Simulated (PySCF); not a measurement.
SMILES O(C[SiH2]SC)C at its GFN2-xTB optimised geometry (Å):

```
16

C      3.0310    -1.6395     0.0082
O      1.6424    -1.4284     0.0082
C      1.2869    -0.0617     0.0000
Si    -0.6067    -0.0617     0.0000
S     -1.2384     1.9873     0.0000
C     -3.0406     1.7337    -0.0089
H      3.4980    -1.1983     0.8978
H      3.4970    -1.2040    -0.8848
H      3.1859    -2.7167     0.0115
H      1.7047     0.4367    -0.8856
H      1.7051     0.4478     0.8790
H     -1.1331    -0.7034    -1.2039
H     -1.1333    -0.7053     1.2026
H     -3.4980     2.7167    -0.0141
H     -3.3253     1.1844    -0.8997
H     -3.3348     1.1895     0.8821
```

Level of theory: PySCF with PBE/def2-TZVP. Cells within 0.4 Å of a nucleus heavier than hydrogen are left out (blank, or x).

Map of the LUMO amplitude (bohr^(-3/2)) on the plane z = 0.0 Å; orbital energy -0.61 eV, overall sign arbitrary:

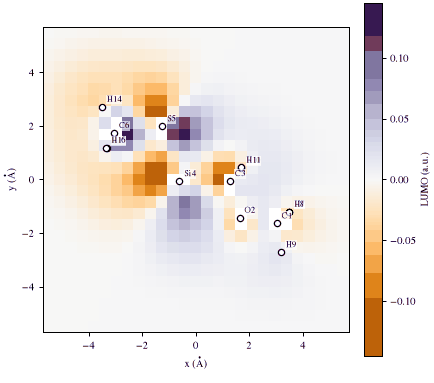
Figure: LUMO amplitude (bohr^(-3/2)) on the plane z = 0.0 Å.
